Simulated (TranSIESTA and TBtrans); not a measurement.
System: Pb chain with one O atom inserted. Leads: straight Pb chain, spacing 2.85 Å. Geometry: 3 atoms about the centre moved by SIESTA (PBE, DZP) to a largest force of 0.01 eV/Å, all others as built, motion along the axis alone.

Computed with TranSIESTA and TBtrans, PBE, DZP numerical orbitals (energy shift 0.15 eV), PseudoDojo norm-conserving scalar-relativistic potentials, mesh cutoff 200 Ry, 300 K, spin-polarised (collinear), no spin-orbit coupling; self-consistent non-equilibrium Green functions.

Energies count from the leads' Fermi level. Transmissions are for each spin. The energy step is 0.01 eV; narrower resonances are cut or missed.

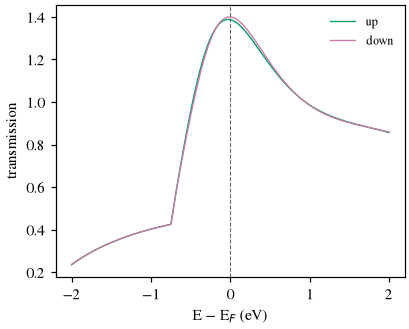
Figure. Transmission against energy

```tsv
E (eV)	T up	T down	lead channels up	down
-2.00	0.24	0.24	1	1
-1.80	0.28	0.28	1	1
-1.60	0.32	0.32	1	1
-1.40	0.35	0.35	1	1
-1.20	0.38	0.38	1	1
-1.00	0.40	0.40	1	1
-0.80	0.42	0.42	1	1
-0.60	0.76	0.75	3	3
-0.40	1.12	1.10	3	3
-0.20	1.34	1.33	3	3
0.00	1.39	1.40	3	3
0.20	1.33	1.35	3	3
0.40	1.23	1.24	3	3
0.60	1.13	1.13	3	3
0.80	1.05	1.05	3	3
1.00	0.99	0.98	3	3
1.20	0.94	0.94	3	3
1.40	0.92	0.91	3	3
1.60	0.89	0.89	3	3
1.80	0.88	0.88	3	3
2.00	0.86	0.86	3	3
```

Moments were seeded on the central atoms alone, and one start was tried. The straight chain is held at its spacing; free chains may zigzag or dimerise. Spin-orbit coupling, left out here, matters for the heavy atoms.
